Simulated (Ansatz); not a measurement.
# C2H7BO2 (SMILES COB(C)O) at PBE/6-31G(d) (spherical functions)

What is the vertical ionisation energy of C2H7BO2 at PBE/6-31G* (spherical functions)? 

The results are computed with Ansatz 0.2.0.

43 further runs of the same task are left out: 43 set aside as unsound or not needed. Runs told in other sessions of the task aren't counted.

## 1. Starting point

C2H7BO2: 12 atoms, total charge 0, spin state singlet. As SMILES, `COB(C)O`. The coordinates come from a PBE0-D4/def2-TZVP relaxation. This is one conformer, not always the lowest.

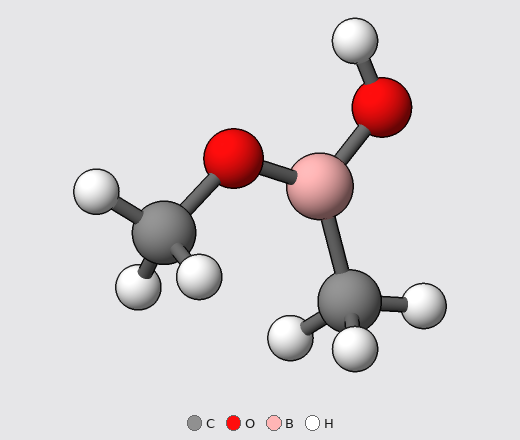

Viewed from a chosen angle; carbon grey, oxygen red, boron pink, hydrogen white.

## 2. A single-point energy at PBE/6-31G(d) (spherical functions)

input.yaml reads:

```yaml
crystal:
  periodic: [false, false, false]
  atoms:
    - {symbol: C, position_ang: [-0.385800, 1.104700, 1.227500]}
    - {symbol: O, position_ang: [-0.288300, 1.094500, -0.177300]}
    - {symbol: B, position_ang: [0.078500, -0.027600, -0.868600]}
    - {symbol: C, position_ang: [0.403800, -1.405400, -0.192200]}
    - {symbol: O, position_ang: [0.151500, 0.090300, -2.225400]}
    - {symbol: H, position_ang: [0.601000, 1.027300, 1.694500]}
    - {symbol: H, position_ang: [-1.011800, 0.286800, 1.596500]}
    - {symbol: H, position_ang: [-0.837700, 2.051400, 1.525200]}
    - {symbol: H, position_ang: [-0.473600, -1.805200, 0.327000]}
    - {symbol: H, position_ang: [0.726300, -2.144900, -0.925200]}
    - {symbol: H, position_ang: [1.187500, -1.307000, 0.565300]}
    - {symbol: H, position_ang: [-0.074500, 0.980100, -2.513200]}
basis:
  gaussian:
    orbitals: 6-31G_st_-spherical.json
magnetization:
  spin_polarized: false
  initial_magnetization: 0
hamiltonian:
  xc: {name: PBE}
accuracy: high
output: {orbitals: {seedname: orbitals}}
```

The basis set 6-31G* is read from a file made from the Basis Set Exchange's data (not shown).

Command:

```
ansatz run input.yaml --threads 1 --pin off --max-ram 2610MiB --events-out events.jsonl --progress --plain --runs-dir runs
```

The program printed:

```text
Warning: RAYON_NUM_THREADS=1 ignored (pool sized by the plan → 1); use --threads N
Functional definition: PBE
  name "PBE"
  parameter kappa = 0.804
  parameter beta = 0.06672455060314922
  exchange = pbe_x(kappa = kappa, mu = beta*pi^2/3)
  correlation = pbe_c(beta = beta)
2076 factors; integrals over basis functions are off by at most 3.4e-9 eV
mean field evaluation 1: about -6940.6381 eV, gradient 7.6e1 eV
mean field evaluation 2: about -6924.4303 eV, gradient 1.2e2 eV
mean field evaluation 4: about -6952.2908 eV, gradient 5.1e0 eV
mean field evaluation 8: about -6952.3367 eV, gradient 8.8e-2 eV
mean field evaluation 16: about -6952.3367 eV, gradient 9.2e-6 eV
mean field -6952.33674783 eV, -255.4936630198 hartree, gradient 2.0e-8 eV, S^2 0.000000; 0 other end points of the search recorded, 0 dependent functions left out
reference -6952.33675035 eV, -255.4936631124 hartree; 20, 20 occupied and 64, 64 virtual orbitals, 2076 factors
Total energy: -6952.33675035 eV, -255.4936631124 hartree
```

Wall time 8.4 s (1 thread of Arm Neoverse V1, shared host); peak memory 0.21 GiB.

## 3. The doublet cation, same level

Changes to input.yaml since step 2:

```diff
@@ -18,8 +18,10 @@
     orbitals: 6-31G_st_-spherical.json
+hamiltonian:
+  xc: pbe
+output:
+  orbitals: {seedname: orbitals}
 magnetization:
-  spin_polarized: false
-  initial_magnetization: 0
-hamiltonian:
-  xc: {name: PBE}
+  spin_polarized: true
+  initial_magnetization: 1
 accuracy: high
-output: {orbitals: {seedname: orbitals}}
+total_charge: 1
```

The basis set 6-31G* is read from a file made from the Basis Set Exchange's data (not shown).

Command:

```
ansatz run input.yaml --threads 1 --pin off --max-ram 2610MiB --events-out events.jsonl --progress --plain --runs-dir runs
```

The program printed:

```text
Warning: RAYON_NUM_THREADS=1 ignored (pool sized by the plan → 1); use --threads N
Functional definition: PBE
  name "PBE"
  parameter kappa = 0.804
  parameter beta = 0.06672455060314922
  exchange = pbe_x(kappa = kappa, mu = beta*pi^2/3)
  correlation = pbe_c(beta = beta)
2075 factors; integrals over basis functions are off by at most 3.4e-9 eV
mean field evaluation 1: about -6924.0128 eV, gradient 6.6e1 eV
mean field evaluation 2: about -6875.8510 eV, gradient 1.2e2 eV
mean field evaluation 4: about -6941.7025 eV, gradient 9.9e0 eV
mean field evaluation 8: about -6940.8369 eV, gradient 1.4e1 eV
mean field evaluation 16: about -6942.3017 eV, gradient 1.6e-2 eV
mean field evaluation 32: about -6941.9930 eV, gradient 6.8e0 eV
mean field -6942.30170852 eV, -255.1248821271 hartree, gradient 2.4e-8 eV, S^2 0.753500; 6 other end points of the search recorded, 0 dependent functions left out
reference -6942.30171099 eV, -255.1248822177 hartree; 20, 19 occupied and 64, 65 virtual orbitals, 2075 factors
Total energy: -6942.30171099 eV, -255.1248822177 hartree
```

Run time: 30 s. Hardware: 1 thread of Arm Neoverse V1, shared host; peak memory 0.3 GiB.

## 4. What came out

At PBE/6-31G* (spherical functions):

| quantity | value |
| --- | --- |
| singlet C2H7BO2: total energy | -255.49366 Eh |
| singlet C2H7BO2: HOMO energy | -6.43 eV |
| singlet C2H7BO2: LUMO energy | 0.94 eV |
| singlet C2H7BO2: HOMO–LUMO gap | 7.37 eV |
| doublet cation: total energy | -255.12488 Eh |
| doublet cation: HOMO energy (highest over α and β) | -13.54 eV |
| doublet cation: LUMO energy (lowest over α and β) | -13.48 eV |
| doublet cation: ⟨S²⟩ | 0.753 |
| vertical ionisation energy (to the doublet cation) | 10.035 eV |

In words: The vertical ionisation energy comes to 10.04 eV (231 kcal/mol). The negative HOMO energy of the first species, 6.43 eV, lies 3.60 eV below that difference.
